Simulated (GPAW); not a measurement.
# GaFe15 (bcc Fe15Ga1): moments or none

Aim: find out whether GaFe15 (bcc Fe15Ga1) carries moments when they start parallel, and what they gain.

Method: PBE; plane waves with GPAW's PAW setups, scalar-relativistic, in GPAW 26.7.0.

## 1. Starting point

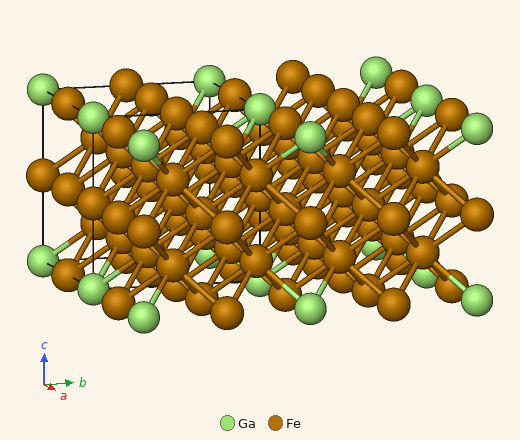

The starting structure, seen slightly off an axis (gallium green, iron orange). 2×2×1 cells are drawn. Some periodic images of atoms are drawn too.

Coordinates:

```cif
data_structure
_symmetry_space_group_name_H-M 'P 1'
_symmetry_Int_Tables_number 1
_cell_length_a 5.7737
_cell_length_b 5.7737
_cell_length_c 5.7737
_cell_angle_alpha 90.000
_cell_angle_beta 90.000
_cell_angle_gamma 90.000
_cell_volume 192.47
loop_
_atom_site_label
_atom_site_type_symbol
_atom_site_fract_x
_atom_site_fract_y
_atom_site_fract_z
_atom_site_occupancy
Ga1 Ga 0.00000 0.00000 0.00000 1
Fe2 Fe 0.25000 0.25000 0.25000 1
Fe3 Fe 0.00000 0.00000 0.50000 1
Fe4 Fe 0.25000 0.25000 0.75000 1
Fe5 Fe 0.00000 0.50000 0.00000 1
Fe6 Fe 0.25000 0.75000 0.25000 1
Fe7 Fe 0.00000 0.50000 0.50000 1
Fe8 Fe 0.25000 0.75000 0.75000 1
Fe9 Fe 0.50000 0.00000 0.00000 1
Fe10 Fe 0.75000 0.25000 0.25000 1
Fe11 Fe 0.50000 0.00000 0.50000 1
Fe12 Fe 0.75000 0.25000 0.75000 1
Fe13 Fe 0.50000 0.50000 0.00000 1
Fe14 Fe 0.75000 0.75000 0.25000 1
Fe15 Fe 0.50000 0.50000 0.50000 1
Fe16 Fe 0.75000 0.75000 0.75000 1
```

The cell is a made-up one and need not be a known phase.

## 2. Order 1, typed as ferro +++++++++++++++

Parallel moments need no larger cell; this start tests for a ferromagnetic state only.

File order1.py:

```python
import json
import numpy as np
from ase import Atoms
from ase.parallel import paropen, parprint
from gpaw import GPAW

atoms = Atoms(['Ga', 'Fe', 'Fe', 'Fe', 'Fe', 'Fe', 'Fe', 'Fe', 'Fe', 'Fe', 'Fe', 'Fe', 'Fe', 'Fe', 'Fe', 'Fe'],
    cell=[[5.77375, 0.0, 0.0],
         [0.0, 5.77375, 0.0],
         [0.0, 0.0, 5.77375]],
    scaled_positions=[[0.0, 0.0, 0.0],
         [0.25, 0.25, 0.25],
         [0.0, 0.0, 0.5],
         [0.25, 0.25, 0.75],
         [0.0, 0.5, 0.0],
         [0.25, 0.75, 0.25],
         [0.0, 0.5, 0.5],
         [0.25, 0.75, 0.75],
         [0.5, 0.0, 0.0],
         [0.75, 0.25, 0.25],
         [0.5, 0.0, 0.5],
         [0.75, 0.25, 0.75],
         [0.5, 0.5, 0.0],
         [0.75, 0.75, 0.25],
         [0.5, 0.5, 0.5],
         [0.75, 0.75, 0.75]],
    pbc=True,
    magmoms=[0.0, 2.4, 2.4, 2.4, 2.4, 2.4, 2.4, 2.4, 2.4, 2.4, 2.4, 2.4, 2.4, 2.4, 2.4, 2.4])
atoms.calc = GPAW(mode={'name': 'pw', 'ecut': 450},
    xc='PBE',
    kpts={'size': (7, 7, 7), 'gamma': True},
    occupations={'name': 'fermi-dirac', 'width': 0.05},
    convergence={'density': 1e-05, 'energy': 1e-05},
    maxiter=200,
    mixer={'name': 'pulay', 'beta': 0.04, 'nmaxold': 8, 'weight': 100},
    symmetry={'tolerance': 1e-4},
    txt='order1.txt')
e = atoms.get_potential_energy(force_consistent=True)
res = {'free_energy': e, 'energy_sigma0': atoms.get_potential_energy(), 'fermi_energy': atoms.calc.get_fermi_level()}
res['moments'] = atoms.get_magnetic_moments().tolist()
res['total'] = atoms.get_magnetic_moment()
parprint('site moments (muB):', np.round(res['moments'], 3))
parprint(f"total moment: {res['total']:.3f} muB")
parprint(f'free energy: {e:.6f} eV')
atoms.calc.write('order1.gpw')
with paropen('results.json', 'w') as f:
    json.dump(res, f)
```

Launch:

```console
OMP_NUM_THREADS=1 mpirun -n 4 gpaw python order1.py > order1.log
```

Numbers of over 12 decimals in the logs are rounded to 6 here.

Output:

```text
site moments (muB): [-0.104  2.363  2.327  2.363  2.327  2.363  2.446  2.363  2.327  2.363
  2.446  2.363  2.446  2.363  2.486  2.363]
total moment: 34.995 muB
free energy: -138.002199 eV

--- order1.txt ---
Input parameters:
  mode=PW(ecut=450),
  convergence={'density': 1e-05, 'energy': 1e-05},
  kpts=MonkhorstPack(size=(7, 7, 7), gamma=True),
  maxiter=200,
  mixer=Pulay(name='pulay', nmaxold=8, beta=0.04, weight=100, sigma=0.015, g_ss=None),
  occupations=Occupations(name='fermi-dirac', width=0.05),
  symmetry=Symmetry(tolerance=0.0001),
  xc=XC(name='PBE')

Diagonalizing LCAO Hamiltonian
Converting LCAO to pw mode
     .-------------.
    /|             |
   / |             |
  /  |  Fe    Fe   |
 *   |             |
 |   |Fe    Fe     |
 | Fe|  FeFe  Fe   |
 |   .-------------.
 Fe / FeFe  Fe    /
 | Fe     Fe     /
 |/             /
 Ga-----Fe-----*

Atoms  # Å, Bohr magnetons
|    | symbol |        x |        y |        z |    initial magnetic moments |
|----|--------|----------|----------|----------|-----------------------------|
|  0 |     Ga | 0.000000 | 0.000000 | 0.000000 | ( 0.0000,  0.0000,  0.0000) |
|  1 |     Fe | 1.443437 | 1.443437 | 1.443437 | ( 0.0000,  0.0000,  2.4000) |
|  2 |     Fe | 0.000000 | 0.000000 | 2.886875 | ( 0.0000,  0.0000,  2.4000) |
|  3 |     Fe | 1.443437 | 1.443437 | 4.330312 | ( 0.0000,  0.0000,  2.4000) |
|  4 |     Fe | 0.000000 | 2.886875 | 0.000000 | ( 0.0000,  0.0000,  2.4000) |
|  5 |     Fe | 1.443437 | 4.330312 | 1.443437 | ( 0.0000,  0.0000,  2.4000) |
|  6 |     Fe | 0.000000 | 2.886875 | 2.886875 | ( 0.0000,  0.0000,  2.4000) |
|  7 |     Fe | 1.443437 | 4.330312 | 4.330312 | ( 0.0000,  0.0000,  2.4000) |
|  8 |     Fe | 2.886875 | 0.000000 | 0.000000 | ( 0.0000,  0.0000,  2.4000) |
|  9 |     Fe | 4.330312 | 1.443437 | 1.443437 | ( 0.0000,  0.0000,  2.4000) |
| 10 |     Fe | 2.886875 | 0.000000 | 2.886875 | ( 0.0000,  0.0000,  2.4000) |
| 11 |     Fe | 4.330312 | 1.443437 | 4.330312 | ( 0.0000,  0.0000,  2.4000) |
| 12 |     Fe | 2.886875 | 2.886875 | 0.000000 | ( 0.0000,  0.0000,  2.4000) |
| 13 |     Fe | 4.330312 | 4.330312 | 1.443437 | ( 0.0000,  0.0000,  2.4000) |
| 14 |     Fe | 2.886875 | 2.886875 | 2.886875 | ( 0.0000,  0.0000,  2.4000) |
| 15 |     Fe | 4.330312 | 4.330312 | 4.330312 | ( 0.0000,  0.0000,  2.4000) |

Unit cell  # Å
| periodic |        x |        y |        z |  lengths |    angles |
|----------|----------|----------|----------|----------|-----------|
|      yes | 5.773750 | 0.000000 | 0.000000 | 5.773750 | 90.000000 |
|      yes | 0.000000 | 5.773750 | 0.000000 | 5.773750 | 90.000000 |
|      yes | 0.000000 | 0.000000 | 5.773750 | 5.773750 | 90.000000 |

Number of symmetries: 48

BZ-sampling:
  Number of BZ points: 343
  Number of IBZ points: 20

  Monkhorst-Pack size: [7, 7, 7]
  Monkhorst-Pack shift: [0, 0, 0]

K-points  # in reciprocal-cell coordinates
|     |                                coordinates |     weight |
|-----|--------------------------------------------|------------|
|   0 | (  0.00000000,   0.00000000,   0.00000000) | 0.00291545 |
|   1 | (  0.14285714,   0.00000000,   0.00000000) | 0.01749271 |
|   2 | (  0.14285714,   0.14285714,   0.00000000) | 0.03498542 |
|   3 | (  0.14285714,   0.14285714,   0.14285714) | 0.02332362 |
|   4 | (  0.28571429,   0.00000000,   0.00000000) | 0.01749271 |
|   5 | (  0.28571429,   0.14285714,   0.00000000) | 0.06997085 |
|   6 | (  0.28571429,   0.14285714,   0.14285714) | 0.06997085 |
|   7 | (  0.28571429,   0.28571429,   0.00000000) | 0.03498542 |
|   8 | (  0.28571429,   0.28571429,   0.14285714) | 0.06997085 |
|   9 | (  0.28571429,   0.28571429,   0.28571429) | 0.02332362 |
| ... |                                            |            |
|  19 | (  0.42857143,   0.42857143,   0.42857143) | 0.02332362 |

Plane wave coefficients: 4187
Cutoff: 450.000000 eV

Spin-components: 2 (collinear spins)
Bands:           100
Projectors:      95
Spin-degeneracy: 1
Datatype:        complex128

Parallelization:
  kpt:    4
  domain: 1
  band:   1

Density:
  Valence electrons: 123.0
  Components: 2
  Grid points: [30 30 30]
  Charge: 0.0  # |e|

Potential:
  Grid points: [30 30 30]

species:
  Ga:
    name:    Gallium
    Z:       31.0
    valence: 3
    core:    28
    charge:  0.0  # [|e|]
    compensation charges:
      type: gauss
      rc: 0.37  # [Å]
      lmax: 2
    cutoffs:
      filter: 2.06  # [Å]
      core: 4.17  # [Å]
    projectors
    | kind |    occ | energy [eV] | rcut [Å] |
    |------|--------|-------------|----------|
    |   4s |  2.000 |      -8.945 |    1.164 |
    |   4p |  1.000 |      -2.580 |    1.164 |
    |    s |        |      18.266 |    1.164 |
    |    p |        |      24.631 |    1.164 |
    |    d |        |       0.000 |    1.164 |

    Using partial waves for Ga as LCAO basis

  Fe:
    name:    Iron
    Z:       26.0
    valence: 8
    core:    18
    charge:  0.0  # [|e|]
    compensation charges:
      type: gauss
      rc: 0.33  # [Å]
      lmax: 2
    cutoffs:
      filter: 2.06  # [Å]
      core: 2.67  # [Å]
    projectors
    | kind |    occ | energy [eV] | rcut [Å] |
    |------|--------|-------------|----------|
    |   4s |  2.000 |      -5.291 |    1.164 |
    |   4p |  0.000 |      -1.326 |    1.058 |
    |   3d |  6.000 |      -7.505 |    1.058 |
    |    s |        |      21.920 |    1.164 |
    |    p |        |      25.885 |    1.058 |
    |    d |        |      19.706 |    1.058 |

    Using partial waves for Fe as LCAO basis

Reference energy: -572176.490528  # eV

eigensolver:
  PPCG
  Converge bands: occupied
  niter=2

density mixing:
  Pulay-Mixer
  Linear mixing parameters: 0.04
  Old densities: 8
  Fourier metric: weight=100, sigma=0.015

occupation numbers:
  Fermi-Dirac:
    width: 0.0500  # eV

poisson solver:
  ecut: 3600.000000  # eV

xc functional:
  name: PBE with 2 nearest neighbor stencil

convergence criteria:
- Maximum integral of absolute [dens]ity change: 1e-05 electrons / valence electron
- Maximum [total energy] change in last 3 cyles: 1e-05 eV / valence electron
- Maximum integral of absolute [eigenst]ate change: 4e-08 eV^2 / valence electron
maximum number of iterations: 200

SCF iterations
|iter     |      energy | eigst |  dens |  magmom |
|---------|-------------|-------|-------|---------|
|iter:   1|       0s | -136.335531 | +0.43 |       | +36.0675|
|iter:   2|      11s | -136.511693 | -1.18 | -1.08 | +35.9934|
|iter:   3|      22s | -136.478338 | -2.01 | -1.08 | +35.9020|
|iter:   4|      33s | -136.597015 | -1.91 | -1.12 | +35.5733|
|iter:   5|      44s | -136.841890 | -2.56 | -1.23 | +35.4242|
|iter:   6|      54s | -137.200539 | -2.75 | -1.27 | +35.2355|
|iter:   7|      65s | -137.646426 | -2.39 | -1.36 | +34.9860|
|iter:   8|      76s | -137.674673 | -3.33 | -1.56 | +34.9509|
|iter:   9|      87s | -137.882988 | -2.56 | -1.59 | +34.7292|
|iter:  10|      98s | -137.893761 | -3.48 | -1.87 | +34.7054|
[... 18 iterations left out ...]
|iter:  29|     293s | -137.941036c| -8.02c| -4.38 | +34.9918|
|iter:  30|     298s | -137.941036c| -8.00c| -4.51 | +34.9927|
|iter:  31|     303s | -137.941036c| -8.16c| -4.57 | +34.9930|
|iter:  32|     309s | -137.941036c| -8.14c| -4.54 | +34.9932|
|iter:  33|     314s | -137.941038c| -8.39c| -4.58 | +34.9940|
|iter:  34|     319s | -137.941040c| -8.24c| -4.61 | +34.9947|
|iter:  35|     325s | -137.941041c| -8.38c| -4.72 | +34.9950|
|iter:  36|     330s | -137.941041c| -8.61c| -4.83 | +34.9951|
|iter:  37|     336s | -137.941041c| -8.67c| -4.88 | +34.9948|
|iter:  38|     341s | -137.941042c| -8.62c| -5.02c| +34.9951|

Converged in 38 steps
Energy contributions relative to reference atoms: (reference = -572176.490528)

Energy contributions:
  Kinetic:         122.875933
  Coulomb:        -103.021158
  Zero:              2.349196
  External:          0.000000
  Xc:             -160.083856
  Entropy:          -0.122314
  Spinorbit:         0.000000
  ----------------------------
  Free energy:    -138.002199
  Extrapolated:   -137.941042

dipole moment: (-57.091668, -57.091668, -57.091668)  # |e|*Ang

Total magnetic moment: (0.000000, 0.000000, 34.995131)

Local magnetic moments
|        x |        y |         z |
|----------|----------|-----------|
| 0.000000 | 0.000000 | -0.104384 |  # Ga   0
| 0.000000 | 0.000000 |  2.362934 |  # Fe   1
| 0.000000 | 0.000000 |  2.326563 |  # Fe   2
| 0.000000 | 0.000000 |  2.362934 |  # Fe   3
| 0.000000 | 0.000000 |  2.326563 |  # Fe   4
| 0.000000 | 0.000000 |  2.362934 |  # Fe   5
| 0.000000 | 0.000000 |  2.446471 |  # Fe   6
| 0.000000 | 0.000000 |  2.362934 |  # Fe   7
| 0.000000 | 0.000000 |  2.326563 |  # Fe   8
| 0.000000 | 0.000000 |  2.362934 |  # Fe   9
| 0.000000 | 0.000000 |  2.446471 |  # Fe  10
| 0.000000 | 0.000000 |  2.362934 |  # Fe  11
| 0.000000 | 0.000000 |  2.446471 |  # Fe  12
| 0.000000 | 0.000000 |  2.362934 |  # Fe  13
| 0.000000 | 0.000000 |  2.486236 |  # Fe  14
| 0.000000 | 0.000000 |  2.362934 |  # Fe  15

Fermi level: 9.482
Eigenvalues  # (at kpt = [0.000, 0.000, 0.000])
| band index |      eig [eV] | occ [0-1] |      eig [eV] | occ [0-1] |
|------------|---------------|-----------|---------------|-----------|
|          0 |         0.313 |     1.000 |         0.401 |     1.000 |
|        ... |               |           |               |           |
|         50 |         8.323 |     1.000 |         9.896 |     0.000 |
|         51 |         8.323 |     1.000 |        10.219 |     0.000 |
|         52 |         8.337 |     1.000 |        10.219 |     0.000 |
|         53 |         8.337 |     1.000 |        10.219 |     0.000 |
|         54 |         8.400 |     1.000 |        10.475 |     0.000 |
|         55 |         8.400 |     1.000 |        10.475 |     0.000 |
|         56 |         8.400 |     1.000 |        10.546 |     0.000 |
|         57 |         8.420 |     1.000 |        10.936 |     0.000 |
|         58 |         8.420 |     1.000 |        10.936 |     0.000 |
|         59 |         8.500 |     1.000 |        10.936 |     0.000 |
|         60 |         8.500 |     1.000 |        11.011 |     0.000 |
|         61 |         8.500 |     1.000 |        11.176 |     0.000 |
|         62 |         8.533 |     1.000 |        11.176 |     0.000 |
|         63 |         8.533 |     1.000 |        11.261 |     0.000 |
|         64 |         8.537 |     1.000 |        11.261 |     0.000 |
|        ... |               |           |               |           |
|         99 |        17.306 |     0.000 |        18.316 |     0.000 |

No gap
No difference between direct/indirect transitions
```

It took 6.1 min on 4 MPI ranks of Arm Neoverse V1, shared host; peak memory 1.3 GiB; 24 min of CPU time.

Spin moment in the augmentation sphere by atom:

| atom | spin moment in the augmentation sphere (μB) |
| --- | --- |
| Ga1 | -0.10 |
| Fe2 | 2.36 |
| Fe3 | 2.33 |
| Fe4 | 2.36 |
| Fe5 | 2.33 |
| Fe6 | 2.36 |
| Fe7 | 2.45 |
| Fe8 | 2.36 |
| Fe9 | 2.33 |
| Fe10 | 2.36 |
| Fe11 | 2.45 |
| Fe12 | 2.36 |
| Fe13 | 2.45 |
| Fe14 | 2.36 |
| Fe15 | 2.49 |
| Fe16 | 2.36 |

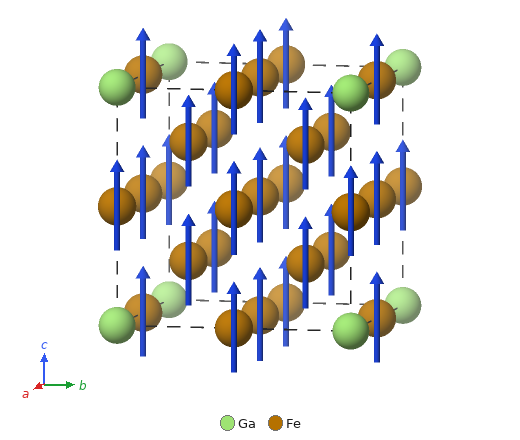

Spin moment in the augmentation sphere as arrows, the longest 2.49 μB. Up and down stand for the sign. Arrows give size and sign along the axis of quantisation, drawn up and down the page. Some periodic images of atoms are drawn too.

Numbers from this step:

```yaml
magnetization: 35.00 μB
final_state: ferromagnetic
```

After 38 cycles the largest moment stands at 2.49 μB.

(Part 1 of 2 ends here.)

[Logs and program files are shortened in this print: banners, set-up blocks, solver, clock and traceback lines can be left out without a mark of their own.]

[Logs are printed without paths, hosts, clocks, repeated set-up lines and the standing remarks that a program may print on its own settings, such as how far it seeks lower states.]

[Hosts, paths, dates, database ids (printed as entryN), source tags and the programs' standing remarks are cut or masked in the printed files.]

[Where a cell is said to come from a database of computed structures, the database is the Materials Project.]
